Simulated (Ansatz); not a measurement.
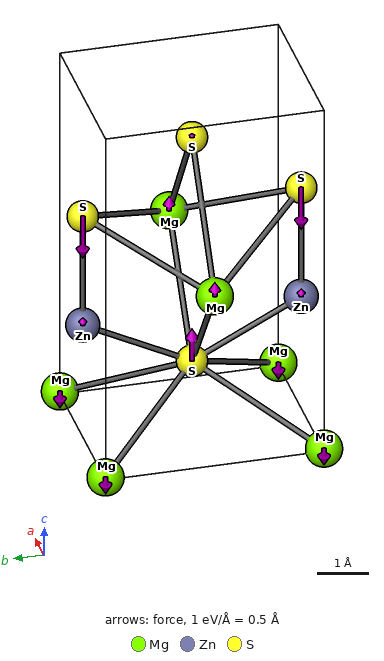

Starting geometry of crystalline Mg$_{2}$ZnS$_{3}$ (a generated structure, set up in Pmm2) (coarse preliminary run) with the computed forces as purple arrows. A ball-and-stick model of the cell of the calculation, seen from a free direction.

These are results of DFT PBE, scalar-relativistic, plane waves, PAW (Ansatz 0.2.0), not measurements.

Input file:
```yaml
crystal:
  lattice:
    - [3.567925, 0.0, 0.0]
    - [0.0, 4.5134341, 0.0]
    - [0.0, 0.0, 7.85031576]
  atoms:
    - { symbol: Mg, position: [0.0, 0.0, 0.007857] }
    - { symbol: Mg, position: [0.0, 0.5, 0.496831] }
    - { symbol: Zn, position: [0.5, 0.0, 0.32882601] }
    - { symbol: S, position: [0.5, 0.5, 0.83735198] }
    - { symbol: S, position: [0.5, 0.5, 0.18186501] }
    - { symbol: S, position: [0.5, 0.0, 0.64726901] }
basis:
  ecutwfc: 420
kpoints:
  mp_grid: { grid: [6, 4, 2] }
hamiltonian:
  xc: pbe
scf:
  occupations: { method: gaussian, width: 0.1 }
  lower_state_search: "off"
output:
  forces: true
  stress: true
  eigenvalues: true
relax:
  adjacent_minimum: "off"
  f_tol: 0.04
  max_steps: 70
  cell: { stress_tol: 0.4 }
```

Launched with:
```bash
ansatz run input.yaml --threads 1 --pin off --max-ram 2560MiB --backend cpu --events-out ev --progress --plain --runs-dir out
```

Is this structure relaxed? If not, where do the atoms go?

It isn't relaxed: the largest force vector, on S6, is 1.97 eV/Å. The final displacements follow the starting forces only in part (cosine between the two patterns 0.64). Mg2 moves most relative to the cell: 1.40 Å along +c. By element the largest moves are Mg 1.40 Å, S 0.99 Å, Zn 0.11 Å. The volume changes by −5.1 %, with a 3.568 → 3.441 Å (−3.5 %), b 4.513 → 3.539 Å (−21.6 %), c 7.850 → 9.851 Å (+25.5 %). Some distances before and after: Mg2–S5 3.049 → 4.879 Å, S4–S6 2.705 → 3.497 Å, Mg2–S4 3.214 → 2.722 Å, Mg2–S6 3.110 → 2.629 Å. Among the angles between lasting bonds that change: S5–Zn3–S5 125.8° → 103.4°, Zn3–S5–Zn3 125.8° → 103.4°, S5–Zn3–S6 117.1° → 128.3°. The space group stays Pmm2 (No. 25). Over 13 accepted moves (15 points after the start) the energy falls by 754 meV per atom. Largest force component: 2 eV/Å at the start, 0.019 eV/Å at the end. The pressure goes from −5.88 to 0.03 GPa. At 2 points the geometry stayed and the basis and grid were re-selected for the new cell (energy shift of 6.9 meV per atom at most each time). The run took 71 s on 1 thread of Intel(R) Xeon(R) 6975P-C (Granite Rapids), with other jobs on the host, peak memory 0.43 GiB.
